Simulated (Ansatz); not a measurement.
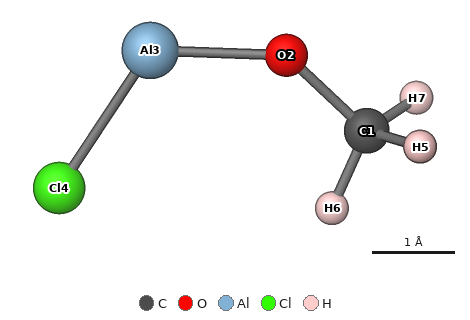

The structure as given in the input (ball-and-stick view, seen at a tilt; atoms are numbered from 1 in the order of the input). Sticks mark near contacts.

# What a change does: single-point calculation on CH3AlClO

System: CH3AlClO, multiplicity 2.
Method of run A: UKS SPW92/def2-TZVPP (Ansatz 0.2.0).

The geometry comes from this level: PBE0-D4/def2-TZVP. Text and figures count atoms from 1; the logs count them from 0 in places.

**Input file, run A**
```yaml
crystal:
  periodic: [false, false, false]
  atoms:
    - {symbol: C, position_ang: [0.040815, 0.884849, 0.297312]}
    - {symbol: O, position_ang: [0.872507, -0.061629, -0.318104]}
    - {symbol: Al, position_ang: [0.754843, -1.652562, -0.837046]}
    - {symbol: Cl, position_ang: [-1.070262, -2.695882, -0.586215]}
    - {symbol: H, position_ang: [-0.047355, 1.769867, -0.339843]}
    - {symbol: H, position_ang: [-0.964519, 0.492625, 0.485774]}
    - {symbol: H, position_ang: [0.475270, 1.194832, 1.252422]}
basis:
  gaussian: {orbitals: def2-TZVPP}
magnetization: {spin_polarized: true, initial_magnetization: 1}
hamiltonian: {xc: lda}
output: {orbitals: {seedname: orbitals}}
```

Hardware: 2 CPU threads, shared host.

**Output (run A)**
```
Functional definition: SPW92
  exchange = slater_x
  correlation = pw_c
1071 factors; their error is unknown
mean field evaluation 1: about -22151.7093 eV, gradient 5.1e1 eV
mean field evaluation 2: about -22031.4212 eV, gradient 1.4e2 eV
mean field evaluation 4: about -22161.5302 eV, gradient 1.6e1 eV
mean field evaluation 8: about -22162.4269 eV, gradient 1.7e-1 eV
mean field evaluation 16: about -22162.4077 eV, gradient 5.7e-4 eV
mean field -22162.40768222 eV, -814.4534601022 hartree, gradient 2.9e-5 eV, S^2 0.751554; 0 other end points of the search recorded, 0 dependent functions left out
reference -22162.40771998 eV, -814.4534614896 hartree; 24, 23 occupied and 164, 165 virtual orbitals, 1071 factors
Total energy: -22162.40771998 eV, -814.4534614896 hartree
```

The input of run B differs as follows (lines with − go, lines with + come):
```diff
-hamiltonian: {xc: lda}
+hamiltonian: {xc: {name: BHLYP}, dispersion: d4}
```

How does run B compare with run A?

The total energies belong to different models, so their difference says nothing on which is more stable or more accurate. The HOMO goes from −5.40 to −7.28 eV. The LUMO goes from −4.07 to −2.19 eV.

**Output (run B)**
```
Functional definition: BHLYP
  parameter a = 0.5
  exchange = (1 - a)*b88_x + a*exact_x
  correlation = lyp_c
1224 factors; their error is unknown
mean field evaluation 1: about -22249.2542 eV, gradient 3.7e1 eV
mean field evaluation 2: about -22244.6477 eV, gradient 5.2e1 eV
mean field evaluation 4: about -22254.6846 eV, gradient 2.2e0 eV
mean field evaluation 8: about -22254.7100 eV, gradient 4.8e-2 eV
mean field evaluation 16: about -22254.8150 eV, gradient 9.4e-5 eV
mean field -22254.81496159 eV, -817.8493649832 hartree, gradient 2.1e-5 eV, S^2 0.751640; 0 other end points of the search recorded, 0 dependent functions left out
reference -22254.81513710 eV, -817.8493714328 hartree; 24, 23 occupied and 164, 165 virtual orbitals, 1224 factors
Total energy: -22255.00692110 eV, -817.8564193649 hartree
```

**The two runs side by side**

```csv
quantity,run A,run B
outcome,converged,converged
total energy (hartree),−814.453461,−817.856419
HOMO (eV),−5.40,−7.28
LUMO (eV),−4.07,−2.19
⟨S²⟩,0.752,0.752
basis functions,188,188
wall time (shared host),1.5 s,4 s
```
